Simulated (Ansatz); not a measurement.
C₂H₇Al (SMILES [CH3][AlH][CH3])

```yaml
atoms:
  - { symbol: C, position_ang: [-1.2191, 0.9236, -0.7833] }
  - { symbol: Al, position_ang: [0.4968, 0.0218, -0.5364] }
  - { symbol: C, position_ang: [0.9039, -0.9490, 1.1097] }
  - { symbol: H, position_ang: [-2.0540, 0.2332, -0.6212] }
  - { symbol: H, position_ang: [-1.3370, 1.3685, -1.7738] }
  - { symbol: H, position_ang: [-1.3403, 1.7237, -0.0436] }
  - { symbol: H, position_ang: [1.6057, 0.0788, -1.6812] }
  - { symbol: H, position_ang: [0.0690, -0.9800, 1.8140] }
  - { symbol: H, position_ang: [1.2019, -1.9809, 0.8943] }
  - { symbol: H, position_ang: [1.7563, -0.4909, 1.6245] }
```

Geometry: PBE0-D4/def2-TZVP.

Method: Ansatz, isolated molecule in a Gaussian basis; Hartree-Fock.

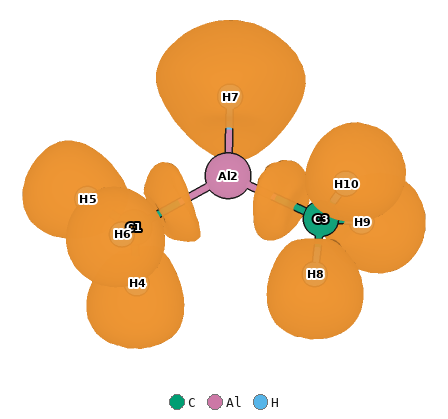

Figure 1. Isosurface of the electron localisation function at 0.8 (orange), seen at a tilt. Core shells and regions of very low density are left out.

Question: Where are the electrons localised?

Answer: At this value the surface marks out two regions between bonded Al–C atoms (shared pairs) and seven regions around hydrogen nuclei.


C–Al (1.95 Å): the ELF peaks at about 1 between the atoms: a shared but strongly polarised pair. C–H (1.09 Å): the ELF climbs to about 1 towards the hydrogen, as it does in any bond to H (a covalent bond by its length).

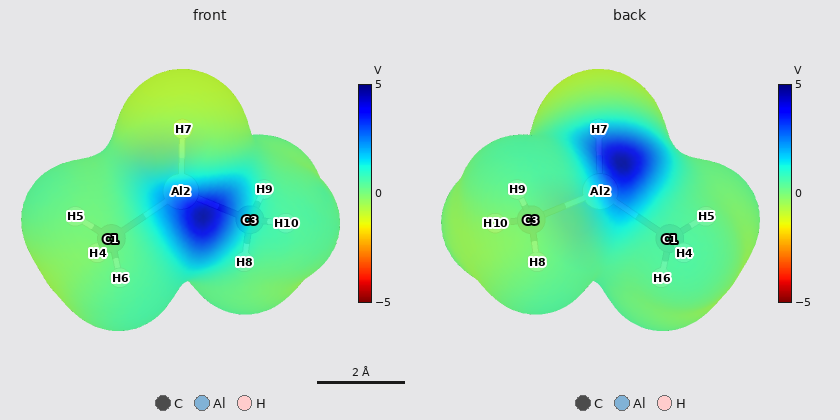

Figure 2. The molecular electrostatic potential painted on the density surface at 0.002 e/bohr³, seen from the front and from behind; red is negative and blue positive.

Question: Describe the electrostatic potential map.

Answer: The most negative region (about −0.9 V) lies over H7, the most positive (about +4.4 V) over Al2.

Question: How polar is the molecule by this calculation?

Answer: Its dipole moment is 0.62 D.

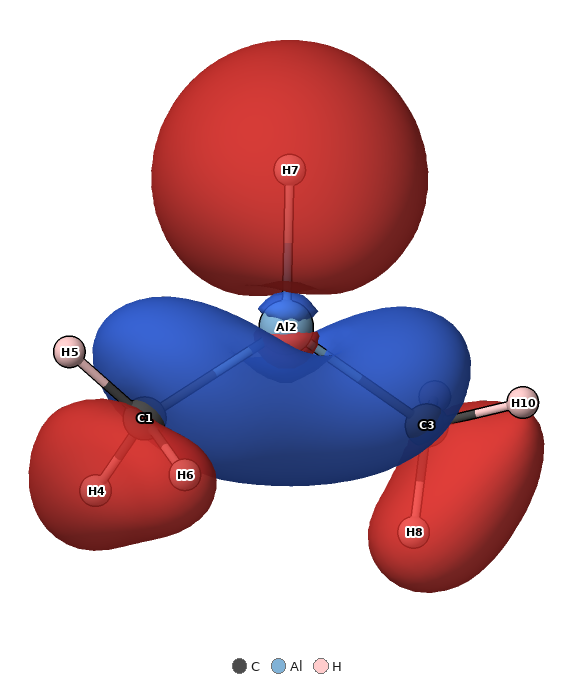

Figure 3. The HOMO−1 at ±0.08 Å⁻³ᐟ² (red and blue are the two phases), seen at a tilt.

Question: Describe this orbital and give its energy.

Answer: By Hirshfeld shares it lies mainly on H7 (about 35 %), Al2 (about 30 %), C3 (about 15 %) and C1 (about 15 %). Its energy is −11.02 eV.
